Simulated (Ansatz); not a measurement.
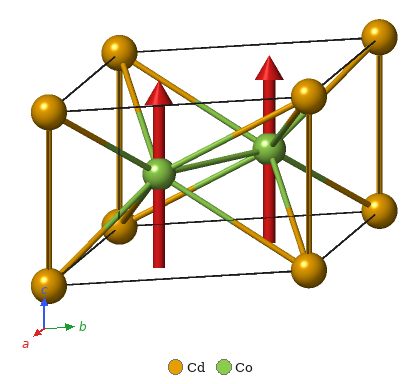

We look at a ball-and-stick model of the crystal slightly off an axis. Atoms at the boundary of the simulation cell (the box) are drawn once for each face, edge or corner they touch. Arrows are the site magnetic moments above 0.25 μB; longer means larger, and red and blue are up and down (without spin-orbit coupling the axis itself is arbitrary).

This is the state reached for CdCo2. Computed with Ansatz 0.2.0, DFT PBE, scalar-relativistic, plane waves, PAW. Settings: a cutoff energy of 420 eV, 12×12×16 k-mesh, Gaussian smearing of 0.1 eV, collinear spins.

**Classify the order and state the moments.**

Ferromagnetic (within this cell). Site moments: 2 Co +1.6 μB. The net spin moment of the whole cell is 3.2 μB.

The cell started as a textbook structure type filled with these elements (whether it is the usual form wasn't checked). The structure drawn was relaxed with DFT PBE, scalar-relativistic, plane waves, PAW (Ansatz).
